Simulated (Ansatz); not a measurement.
**C$_{4}$H$_{9}$NSi: geometry relaxation (part 2 of 2)**

The same run, continued: C$_{4}$H$_{9}$NSi; RKS B3LYP/STO-3G (Ansatz 0.2.0). It belongs to a series of runs on one base structure; here: end point B relaxed.

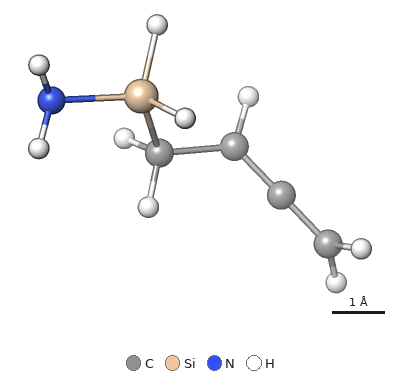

*The geometry at step 12 of the log (ball-and-stick view, seen at a tilt).*

**Trajectory as extended XYZ, continued**
```
15
Properties=species:S:1:pos:R:3:forces:R:3 step=6 energy=-13498.13266
C    -0.3795   -2.9840   -0.0539   -0.0902  -0.0934  -0.0581
C     0.2586   -1.8663    0.2059   -0.0950  -0.1237   0.0005
C     0.8549   -0.7244    0.4738    0.0636  -0.4490   0.4508
C     1.0838    0.3902   -0.5284    0.1361   0.6812  -0.6919
Si   -0.0163    1.8613   -0.0799   -0.0261   0.1102  -0.0247
N     0.3116    3.2180   -1.1942    0.0381  -0.1604   0.1700
H     0.1383   -3.9034   -0.3747   -0.0508   0.1131   0.0610
H    -1.4783   -3.0560    0.0308    0.1734  -0.0166  -0.0191
H     1.1688   -0.5211    1.5128    0.0801  -0.0223  -0.0475
H     2.1402    0.7224   -0.5464   -0.1382  -0.1843   0.1863
H     0.8510    0.0390   -1.5481   -0.0204  -0.0109   0.1399
H    -1.3919    1.3927   -0.0923   -0.0252   0.0517  -0.0308
H     0.2876    2.3049    1.2615    0.0079   0.0588  -0.0265
H    -0.2462    4.0599   -0.8961   -0.0137  -0.0235  -0.0530
H    -0.0675    2.9859   -2.1470   -0.0396   0.0692  -0.0570
15
Properties=species:S:1:pos:R:3:forces:R:3 step=7 energy=-13498.14279
C    -0.3297   -3.0270   -0.0383   -0.0436  -0.1309  -0.0116
C     0.2699   -1.8893    0.2232   -0.0304  -0.0061   0.1793
C     0.8518   -0.7367    0.4812   -0.2970  -0.0695   0.0108
C     0.9927    0.3880   -0.5514   -0.0293  -0.0618  -0.1537
Si   -0.0671    1.8782   -0.0855   -0.0664   0.1784   0.0183
N     0.3871    3.2151   -1.1717   -0.1071   0.0978  -0.1263
H     0.2314   -3.9189   -0.3513    0.0025  -0.0166  -0.0633
H    -1.4208   -3.1623    0.0494    0.1319   0.0726   0.0376
H     1.1891   -0.5007    1.5052    0.0615  -0.0975  -0.0355
H     2.0472    0.6929   -0.6051    0.1299   0.1031  -0.0524
H     0.7030    0.0103   -1.5465    0.0796   0.0421   0.1059
H    -1.4706    1.4944   -0.1463    0.0683   0.0145  -0.0388
H     0.2196    2.2941    1.2687    0.0230   0.0314  -0.0257
H    -0.0652    4.1183   -0.8794    0.0029  -0.0237   0.2131
H    -0.0231    3.0627   -2.1281    0.0742  -0.1338  -0.0577
15
Properties=species:S:1:pos:R:3:forces:R:3 step=9 energy=-13498.15980
C    -0.3407   -3.0431   -0.0441    0.0182  -0.0761  -0.0475
C     0.2558   -1.9040    0.2224   -0.0482   0.0231   0.0338
C     0.8275   -0.7480    0.4877    0.0240   0.0478   0.0024
C     1.0084    0.3941   -0.5314   -0.0825   0.0102   0.0312
Si   -0.0486    1.9008   -0.0856    0.0230  -0.0096  -0.0099
N     0.3654    3.2340   -1.1910    0.0081  -0.0305   0.0022
H     0.2104   -3.9198   -0.4207   -0.0427   0.0562   0.0712
H    -1.4246   -3.1814    0.0938    0.0600   0.0126  -0.0365
H     1.1955   -0.5468    1.5100    0.0349  -0.0440  -0.0797
H     2.0694    0.6929   -0.5576    0.0106  -0.0132   0.0225
H     0.7468    0.0292   -1.5364    0.0086   0.0112   0.0189
H    -1.4464    1.5058   -0.1338   -0.0095   0.0022   0.0072
H     0.2522    2.3511    1.2542   -0.0038  -0.0014  -0.0021
H    -0.1340    4.1106   -0.8934   -0.0060   0.0088   0.0088
H    -0.0221    3.0436   -2.1500    0.0053   0.0026  -0.0224
15
Properties=species:S:1:pos:R:3:forces:R:3 step=10 energy=-13498.16151
C    -0.3476   -3.0392   -0.0427   -0.0033  -0.0094   0.0028
C     0.2463   -1.8995    0.2258   -0.0446  -0.0050  -0.0096
C     0.8338   -0.7509    0.4855    0.0490   0.0026   0.0054
C     1.0036    0.3972   -0.5250    0.0422  -0.0097  -0.0562
Si   -0.0582    1.9007   -0.0865   -0.0079  -0.0142  -0.0005
N     0.3665    3.2304   -1.1917   -0.0046   0.0053   0.0163
H     0.2103   -3.9131   -0.4078   -0.0051  -0.0144  -0.0337
H    -1.4305   -3.1835    0.0871    0.0237   0.0036   0.0278
H     1.2426   -0.5724    1.4941   -0.0242   0.0283   0.0261
H     2.0637    0.7036   -0.5473   -0.0318  -0.0206   0.0117
H     0.7495    0.0314   -1.5318    0.0002   0.0345   0.0159
H    -1.4566    1.5065   -0.1415    0.0036   0.0052   0.0020
H     0.2352    2.3518    1.2545   -0.0038   0.0091  -0.0013
H    -0.1282    4.1101   -0.8948    0.0045   0.0011   0.0006
H    -0.0154    3.0460   -2.1540    0.0020  -0.0164  -0.0072
15
Properties=species:S:1:pos:R:3:forces:R:3 step=11 energy=-13498.16179
C    -0.3521   -3.0337   -0.0476   -0.0024   0.0058   0.0241
C     0.2440   -1.8956    0.2229   -0.0251  -0.0056  -0.0123
C     0.8369   -0.7500    0.4844    0.0376  -0.0410   0.0012
C     1.0094    0.4004   -0.5211    0.0297   0.0330  -0.0443
Si   -0.0585    1.8985   -0.0802    0.0344  -0.0054  -0.0138
N     0.3627    3.2215   -1.1935   -0.0142   0.0295   0.0042
H     0.2026   -3.9079   -0.4156    0.0063  -0.0231  -0.0380
H    -1.4338   -3.1770    0.0886    0.0012   0.0012   0.0167
H     1.2464   -0.5756    1.4934   -0.0165   0.0259   0.0269
H     2.0691    0.7082   -0.5391   -0.0337  -0.0131   0.0187
H     0.7582    0.0442   -1.5315   -0.0035  -0.0056   0.0102
H    -1.4550    1.4990   -0.1352   -0.0044   0.0017   0.0163
H     0.2380    2.3575    1.2580   -0.0188  -0.0004  -0.0099
H    -0.1363    4.1012   -0.9040    0.0043   0.0097  -0.0054
H    -0.0166    3.0283   -2.1555    0.0050  -0.0126   0.0055
15
Properties=species:S:1:pos:R:3:forces:R:3 step=12 energy=-13498.16236
C    -0.3486   -3.0384   -0.0452    0.0073   0.0096  -0.0193
C     0.2463   -1.8992    0.2236   -0.0205   0.0004  -0.0031
C     0.8354   -0.7514    0.4852    0.0110  -0.0086   0.0002
C     1.0072    0.3994   -0.5221    0.0026   0.0139   0.0001
Si   -0.0567    1.9009   -0.0808    0.0163  -0.0048   0.0003
N     0.3641    3.2243   -1.1939   -0.0053   0.0121   0.0031
H     0.2039   -3.9095   -0.4257    0.0016  -0.0118   0.0034
H    -1.4300   -3.1819    0.0936    0.0008  -0.0007   0.0107
H     1.2372   -0.5711    1.4967    0.0031   0.0052   0.0029
H     2.0673    0.7040   -0.5400   -0.0127  -0.0031   0.0069
H     0.7540    0.0427   -1.5316   -0.0004  -0.0072   0.0019
H    -1.4541    1.5044   -0.1318   -0.0040  -0.0009   0.0057
H     0.2386    2.3609    1.2572   -0.0043  -0.0042  -0.0074
H    -0.1352    4.1041   -0.9054    0.0007   0.0061  -0.0033
H    -0.0142    3.0296   -2.1558    0.0036  -0.0060  -0.0022
15
Properties=species:S:1:pos:R:3:forces:R:3 step=13 energy=-13498.16241
C    -0.3493   -3.0383   -0.0465    0.0025   0.0097  -0.0181
C     0.2451   -1.8989    0.2232   -0.0124  -0.0012  -0.0028
C     0.8355   -0.7518    0.4852    0.0042  -0.0099   0.0044
C     1.0069    0.3996   -0.5211   -0.0060   0.0333  -0.0029
Si   -0.0561    1.9020   -0.0790    0.0120  -0.0101  -0.0120
N     0.3625    3.2260   -1.1924    0.0126  -0.0020   0.0112
H     0.2035   -3.9090   -0.4276    0.0013  -0.0074   0.0033
H    -1.4307   -3.1823    0.0922    0.0035  -0.0007   0.0114
H     1.2385   -0.5723    1.4965   -0.0003   0.0031   0.0001
H     2.0664    0.7052   -0.5379   -0.0041  -0.0058   0.0025
H     0.7541    0.0440   -1.5309    0.0005  -0.0117  -0.0044
H    -1.4544    1.5080   -0.1248   -0.0037  -0.0056   0.0007
H     0.2434    2.3590    1.2580   -0.0014   0.0119   0.0158
H    -0.1464    4.1030   -0.9138   -0.0056   0.0135   0.0165
H    -0.0042    3.0247   -2.1568   -0.0032  -0.0173  -0.0257
15
Properties=species:S:1:pos:R:3:forces:R:3 step=14 energy=-13498.16239 accepted=F
C    -0.3498   -3.0379   -0.0516    0.0155  -0.0115   0.0395
C     0.2450   -1.8993    0.2206   -0.0101   0.0034  -0.0069
C     0.8353   -0.7525    0.4846   -0.0071   0.0039  -0.0027
C     1.0068    0.4002   -0.5207   -0.0025   0.0194   0.0088
Si   -0.0551    1.9032   -0.0787   -0.0016  -0.0108  -0.0052
N     0.3628    3.2266   -1.1931    0.0103  -0.0054   0.0098
H     0.2035   -3.9105   -0.4281   -0.0031   0.0024  -0.0111
H    -1.4293   -3.1850    0.0983   -0.0028   0.0069  -0.0171
H     1.2364   -0.5731    1.4967    0.0058  -0.0049  -0.0041
H     2.0667    0.7044   -0.5368    0.0003  -0.0024  -0.0010
H     0.7543    0.0441   -1.5304   -0.0002  -0.0027  -0.0058
H    -1.4532    1.5079   -0.1240   -0.0029  -0.0021  -0.0019
H     0.2417    2.3630    1.2583    0.0055   0.0038   0.0080
H    -0.1457    4.1038   -0.9138   -0.0044   0.0072   0.0061
H    -0.0044    3.0242   -2.1573   -0.0026  -0.0072  -0.0162
15
Properties=species:S:1:pos:R:3:forces:R:3 step=15 energy=-13498.16252
C    -0.3497   -3.0379   -0.0484    0.0060   0.0010  -0.0004
C     0.2448   -1.8987    0.2220   -0.0074   0.0031  -0.0039
C     0.8356   -0.7519    0.4847    0.0006  -0.0058   0.0039
C     1.0069    0.4003   -0.5209   -0.0022   0.0162   0.0015
Si   -0.0557    1.9025   -0.0784    0.0034  -0.0078  -0.0075
N     0.3626    3.2257   -1.1927    0.0054   0.0001   0.0056
H     0.2030   -3.9092   -0.4285   -0.0003  -0.0028  -0.0008
H    -1.4303   -3.1830    0.0947   -0.0008   0.0005   0.0022
H     1.2386   -0.5729    1.4960    0.0012   0.0000  -0.0005
H     2.0666    0.7051   -0.5372   -0.0007  -0.0024   0.0005
H     0.7545    0.0442   -1.5307   -0.0006  -0.0027  -0.0018
H    -1.4537    1.5069   -0.1243   -0.0020  -0.0016   0.0008
H     0.2420    2.3619    1.2587    0.0010   0.0035   0.0056
H    -0.1463    4.1029   -0.9138   -0.0026   0.0045   0.0036
H    -0.0038    3.0231   -2.1573   -0.0010  -0.0060  -0.0087
15
Properties=species:S:1:pos:R:3:forces:R:3 step=16 energy=-13498.16255
C    -0.3510   -3.0367   -0.0504    0.0006   0.0016   0.0010
C     0.2435   -1.8977    0.2204   -0.0003   0.0006  -0.0020
C     0.8360   -0.7521    0.4846    0.0003  -0.0018   0.0007
C     1.0081    0.4020   -0.5191   -0.0011  -0.0029   0.0054
Si   -0.0549    1.9031   -0.0759    0.0001   0.0037  -0.0014
N     0.3610    3.2245   -1.1932    0.0011   0.0002  -0.0016
H     0.2010   -3.9079   -0.4319    0.0005   0.0007  -0.0003
H    -1.4315   -3.1819    0.0939    0.0001   0.0005   0.0005
H     1.2400   -0.5754    1.4961    0.0002  -0.0001  -0.0015
H     2.0679    0.7065   -0.5341    0.0010  -0.0007   0.0006
H     0.7567    0.0467   -1.5295   -0.0014   0.0011  -0.0020
H    -1.4528    1.5062   -0.1184   -0.0001  -0.0010  -0.0002
H     0.2445    2.3655    1.2600    0.0000  -0.0012   0.0001
H    -0.1534    4.1003   -0.9197   -0.0013  -0.0005   0.0002
H    -0.0003    3.0159   -2.1587    0.0001  -0.0002   0.0005
```

This output came from the following input.

**Input**
```yaml
crystal:
  periodic: [false, false, false]
  atoms:
    - { symbol: C, position_ang: [-0.4197, -2.948, -0.0286] }
    - { symbol: C, position_ang: [0.2549, -1.854, 0.1772] }
    - { symbol: C, position_ang: [0.9487, -0.7888, 0.378] }
    - { symbol: C, position_ang: [1.1494, 0.3983, -0.5451] }
    - { symbol: Si, position_ang: [0.0448, 1.8589, -0.0728] }
    - { symbol: "N", position_ang: [0.17568, 3.22872, -1.06865] }
    - { symbol: H, position_ang: [-0.206, -3.8456, 0.4396] }
    - { symbol: H, position_ang: [-1.2776, -2.8401, -0.7209] }
    - { symbol: H, position_ang: [1.5829, -0.7355, 1.342] }
    - { symbol: H, position_ang: [2.1287, 0.6974, -0.5658] }
    - { symbol: H, position_ang: [0.7928, 0.0797, -1.5373] }
    - { symbol: H, position_ang: [-1.4132, 1.44252, -0.16569] }
    - { symbol: H, position_ang: [0.30424, 2.36868, 1.31049] }
    - { symbol: H, position_ang: [-0.56519, 3.91847, -0.85829] }
    - { symbol: H, position_ang: [0.01453, 2.93833, -2.06012] }
basis:
  gaussian: { orbitals: STO-3G }
hamiltonian:
  xc: b3lyp
relax:
  f_tol: 0.015
  max_steps: 40
```

Launched with:
```bash
ansatz run input.yaml --threads 1 --pin off --max-ram 2048MiB --backend cpu --events-out ev --progress --plain --runs-dir out
```

**Results in brief**

```json
{"quantity": "outcome", "value": "converged"}
{"quantity": "total energy", "value": "−13498.1628 eV"}
{"quantity": "mean-field energy", "value": "−13498.1628 eV"}
{"quantity": "largest force (length of the vector) at the end", "value": "0.006 eV/Å"}
{"quantity": "hardware", "value": "1 thread of Arm Neoverse V1, 24 GiB of memory available, shared host"}
{"quantity": "wall time", "value": "58 s"}
{"quantity": "peak memory", "value": "0.13 GiB"}
```
